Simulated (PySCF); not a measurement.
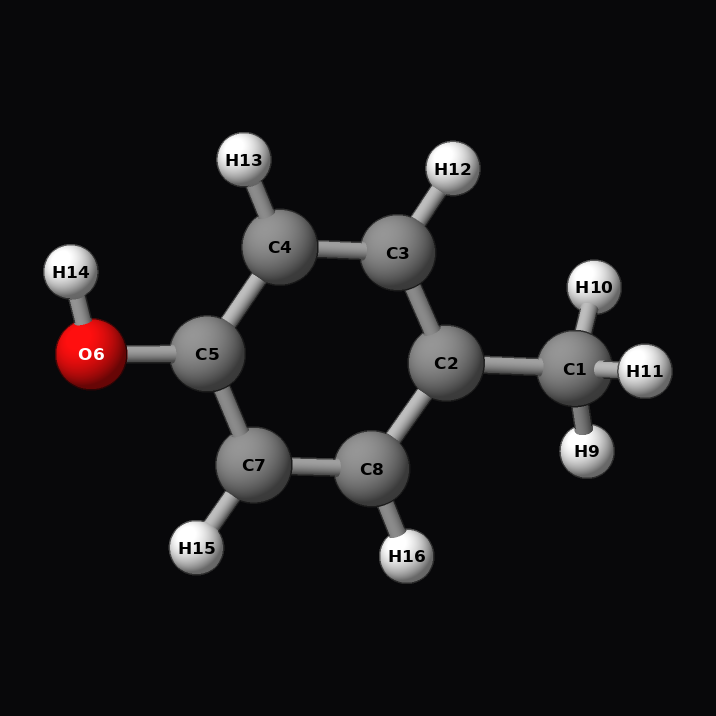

Computed geometry: PBE0-D3(BJ)/def2-TZVP optimisation. No frequency run is at hand to confirm it as a minimum. Properties computed with GIAO PBE0/pcSseg-2 NMR shielding, non-relativistic, gas phase (PySCF 2.14.0). Principal shieldings σ11 ≤ σ22 ≤ σ33, span Ω = σ33 − σ11, skew κ = 3(σiso − σ22)/Ω.

Give the shielding tensors of the C atoms.

```tsv
atom	σ11	σ22	σ33	σiso	Ω	κ
C1	141.3	157.9	189.7	162.9	48.4	0.31
C2	−56.0	22.4	176.1	47.5	232.1	0.32
C3	−60.2	38.6	161.4	46.6	221.6	0.11
C4	−22.6	63.5	154.8	65.2	177.3	0.03
C5	−71.3	12.5	119.6	20.2	190.9	0.12
C7	−26.1	49.4	165.8	63.0	191.8	0.21
C8	−61.8	39.3	157.8	45.1	219.6	0.08
```

Shieldings and span in ppm.
